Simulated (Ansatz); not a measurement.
# Tunnelling decay and corrugation (reconstruction): V(100)-(2x1) missing row; Ir(100)-(3x1) missing row; and others

A simple barrier model says that the current falls as exp(−2κz) with κ = 0.512 √φ (Å⁻¹, φ in eV). How well does that hold over real surfaces, and how fast does atomic contrast fade as the tip draws back?

How it was computed: Ansatz 0.2.0, plane waves with PAW datasets (its set soft_2), functional as listed; relaxed slabs, Tersoff-Hamann images of the filled states within the window listed under the Fermi level. κ is fitted to the planar mean between 3 and 5 Å over the top atom; the model's barrier is the work function plus half the window. A setpoint is the mean density at the height named.

The runs side by side:

| surface | functional | work function (eV) | window (eV) | κ, model (Å⁻¹) | κ, fitted (Å⁻¹) | near setpoint (Å): corrugation (Å) | far setpoint (Å): corrugation (Å) |
| --- | --- | --- | --- | --- | --- | --- | --- |
| V(100)-(2x1) missing row | PBE-D3(BJ) | 3.59 | 0.50 | 1.00 | 1.03 | 3: 1.357 | 5: 0.712 |
| Cr(110)-(2x1) missing row | PBE-D3(BJ) | 3.64 | 0.20 | 0.99 | 1.02 | 2.5: 1.110 | 4: 0.389 |
| Fe(110)-(2x1) missing row | r2SCAN | 3.75 | 0.20 | 1.01 | 1.06 | 3: 0.527 | 5: 0.194 |
| Mo(100)-(3x1) missing row | PBE | 3.85 | 0.30 | 1.02 | 1.00 | 3: 1.769 | 4.5: 1.243 |
| Rh(110) with every third atom of each close-packed row removed | PBE-D3(BJ) | 4.52 | 0.50 | 1.12 | 1.19 | 3: 0.718 | 5: 0.414 |
| Ni(110)-(1x2) missing row | PBE-D3(BJ) | 4.69 | 0.40 | 1.13 | 1.18 | 3: 1.287 | 4.5: 0.875 |
| Pd(110) with every second atom of each close-packed row removed | PBE-D3(BJ) | 4.69 | 0.20 | 1.12 | 1.32 | 2.5: 1.396 | 4: 0.854 |
| Ag(110)-(1x3) missing row | LDA | 4.72 | 0.40 | 1.14 | 1.21 | 3: 1.195 | 5: 0.713 |
| Ir(110)-(1x2) missing row | PBE-D3(BJ) | 5.10 | 0.40 | 1.18 | 1.25 | 3: 1.596 | 5: 1.051 |
| Ir(100)-(3x1) missing row | PBE | 5.26 | 0.40 | 1.20 | 1.29 | 3: 1.305 | 5: 0.587 |

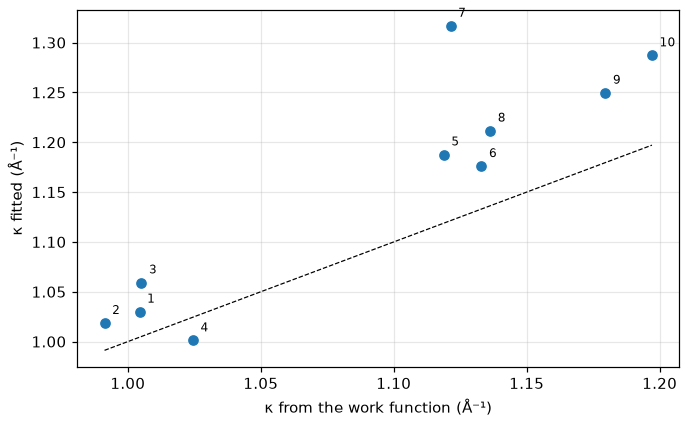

Fitted against model decay constants; points are numbered as the table's rows, and the dashed line marks equality.

**Answer.** The fitted κ is 0.98 to 1.18 times the model's, and larger in 9 of 10. Momentum along the surface adds to κ² and raises it, while a barrier that has not reached its full height this near the surface lowers it. Worked for V(100)-(2x1) missing row: 0.512 × √(3.59 + 0.25) = 1.00 Å⁻¹; with the fitted 1.03 Å⁻¹ the current falls by exp(2 × 1.03) = 7.8 per Å. Where it is still over 0.005 Å at the far setpoint (10 rows), the corrugation falls by a factor of 1.2 to 2.0 per Å.

Caveats: The model has an s-wave tip and no forces between tip and sample. Semilocal potentials reach the vacuum level too fast, without an image tail. The surfaces are built from prototypes and need not be the stable ones; functionals, windows and heights differ between rows (the narrowest window from 0.2 eV on is taken, and runs with charge in the vacuum are left out), and rows with Cr, Mn, Fe, Co, Ni or Gd rest on one magnetic start or none. The table is a selection: not every member that was run is listed.
